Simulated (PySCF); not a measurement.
# SiH2Cl (SMILES [SiH2]Cl): levels of theory compared

Wanted: a comparison of 6 runs (U-wB97X-V/STO-3G, UB2PLYP/STO-3G, USVWN5/STO-3G, UMP2/STO-3G, NEVPT2(13,10)/STO-3G, UCCSD(T)/STO-3G) of SiH2Cl. Input form: a Python script.

Program for the calculation: PySCF 2.14.0.

9 further runs of the same task are left out: 9 set aside as unsound or not needed.

### 1 The structure to begin with

The species is SiH2Cl (4 atoms), meant as a doublet with charge 0. SMILES: `[SiH2]Cl`. The Si1–H3 distance was set to 1.742 Å, away from the relaxed value.

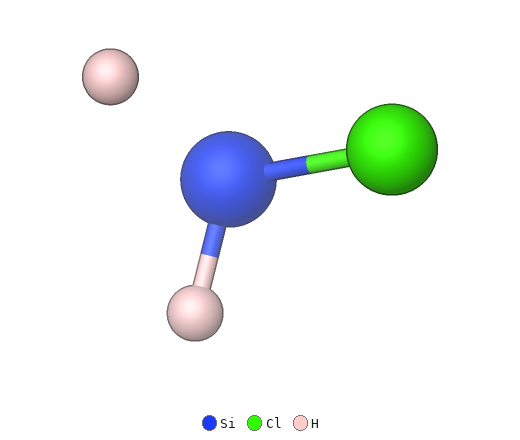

Viewed from a chosen angle; silicon blue, chlorine green, hydrogen pink.

### 2 A single-point energy at U-wB97X-V/STO-3G (run 1)

input.xyz reads:

```xyz
4
ClH2Si
Si    -0.127288     0.480908     0.105245
Cl     1.753982     0.183598     0.784745
H     -1.065000    -0.978280     0.263310
H     -0.092818     1.043408    -1.232325
```

input.py reads:

```python
from pyscf import gto, dft

mol = gto.M(
    atom='input.xyz',
    verbose=3,
    spin=1,
    basis='sto-3g',
    charge=0,
    max_memory=1860,
)

ks = dft.UKS(mol)
ks.xc = 'wb97x-v'
ks.conv_tol = 1e-10
ks.grids.level = 5
ks.nlcgrids.level = 1
ks.kernel()
if not ks.converged:
    ks = ks.newton().run(ks.mo_coeff, ks.mo_occ)

energy = ks.e_tot
print('E(%s) = %.9f' % ('WB97X-V', energy))
```

On the command line:

```console
$ OMP_NUM_THREADS=1 python input.py
```

Output:

```text
WARN: HOMO -0.0919088092733502 >= LUMO -0.0919088092733514

converged SCF energy = -742.376985249794  <S^2> = 0.75050425  2S+1 = 2.0005042
E(WB97X-V) = -742.376985250
```

Wall time 15 s (1 thread of Arm Neoverse V2, shared host); peak memory 0.21 GiB.

### 3 The energy at UB2PLYP/STO-3G (run 2)

job.py reads:

```python
from pyscf import gto, dft, mp

molecule = gto.M(
    atom=[
    ('Si', (-0.127288, 0.480908, 0.105245)),
    ('Cl', (1.753982, 0.183598, 0.784745)),
    ('H', (-1.065000, -0.978280, 0.263310)),
    ('H', (-0.092818, 1.043408, -1.232325)),
],
    max_memory=1860,
    verbose=3,
    basis='sto-3g',
    spin=1,
)

mf = dft.UKS(molecule)
mf.xc = '0.53*HF + 0.47*B88, 0.73*LYP'
mf.conv_tol = 1e-10
mf.grids.level = 5
mf.kernel()
if not mf.converged:
    mf = mf.newton().run(mf.mo_coeff, mf.mo_occ)

pt = mp.MP2(mf, frozen=10).run()
e_tot = mf.e_tot + 0.27 * pt.e_corr
print('PT2 part  %.8f' % (0.27 * pt.e_corr))
print('Final energy', e_tot)
```

On the command line:

```console
$ OMP_NUM_THREADS=1 python job.py
```

Output:

```text
WARN: HOMO -0.0916980989323313 >= LUMO -0.0916980989323326

converged SCF energy = -742.14476907576  <S^2> = 0.75097232  2S+1 = 2.0009721
E(UMP2) = -742.196936360282  E_corr = -0.0521672845220895
E(SCS-UMP2) = -742.204490554595  E_corr = -0.0597214788348366
PT2 part  -0.01408517
Final energy -742.1588542425808
```

It took 3.9 s on 1 thread of Arm Neoverse V2, shared host; peak memory 0.21 GiB.

Runs 3 to 5 aren't shown in full; the table further down has their settings and results.

### 4 A single-point energy at UCCSD(T)/STO-3G (run 6)

input.py reads:

```python
from pyscf import gto, cc

system = gto.Mole()
system.atom = 'Si -0.127288 0.480908 0.105245; Cl 1.753982 0.183598 0.784745; H -1.065000 -0.978280 0.263310; H -0.092818 1.043408 -1.232325'
system.basis = 'sto-3g'
system.spin = 1
system.charge = 0
system.verbose = 3
system.max_memory = 1860
system.build()

mf = system.UHF()
mf.conv_tol = 1e-10
mf.kernel()
if not mf.converged:
    mf = mf.newton().run(mf.mo_coeff, mf.mo_occ)

mycc = cc.CCSD(mf, frozen=10)
mycc.kernel()
e_t = mycc.ccsd_t()
e_tot = mycc.e_tot + e_t
print('Final energy', e_tot)
```

On the command line:

```console
$ OMP_NUM_THREADS=1 python input.py
```

Output:

```text
converged SCF energy = -741.304050847074  <S^2> = 0.75135154  2S+1 = 2.0013511
E(UCCSD) = -741.3630020583154  E_corr = -0.05895121124113734
UCCSD(T) correction = -0.000837563610908449
Final energy -741.3638396219263
```

Wall time 0.68 s (1 thread of Arm Neoverse V2, shared host); peak memory 0.12 GiB.

### 5 The series

```tsv
run	level	nlc grid	frozen core orbitals	energy (Eh)	dipole moment (D) of the reference	HOMO energy (eV)	LUMO energy (eV)	wall time
1	U-wB97X-V/STO-3G	1	–	-742.376985	2.48	-6.14	2.54	15 s
2	UB2PLYP/STO-3G	–	10	-742.158854	2.53	-4.98	2.00	3.9 s
3	USVWN5/STO-3G	–	–	-739.729708	2.18	-2.16	-0.76	1.9 s
4	UMP2/STO-3G	–	10	-741.342838	2.83	-7.05	5.16	0.62 s
5	NEVPT2(13,10)/STO-3G	–	–	-741.366994	2.84	–	–	17 s
6	UCCSD(T)/STO-3G	–	10	-741.363840	2.83	-7.05	5.16	0.68 s
```

### 6 What came out

```
                                                         quantity          value
                                              run 6: total energy  -741.36384 Eh
                      run 6: dipole moment (Hartree–Fock density)         2.83 D
run 6: HOMO energy (Hartree–Fock orbitals) (highest over α and β)       -7.05 eV
 run 6: LUMO energy (Hartree–Fock orbitals) (lowest over α and β)        5.16 eV
              run 6: correlation energy (10 core orbitals frozen)      -59.8 mEh
                                            run 6: (T) correction      -0.84 mEh
                         run 6: ⟨S²⟩ of the reference determinant          0.751
                                             run 6: T1 diagnostic          0.008
```

What this shows: Over runs 1, 2, 3 the dipole moment (its size) runs from 2.18 D (USVWN5/STO-3G) to 2.53 D (UB2PLYP/STO-3G). A double hybrid's value is that of its SCF part. Totals of different functionals can't be ranked against each other. In runs 1, 2, 3, 4, 5, 6 the basis is minimal, so the values are rough. All runs together took 38 s, the longest 17 s.
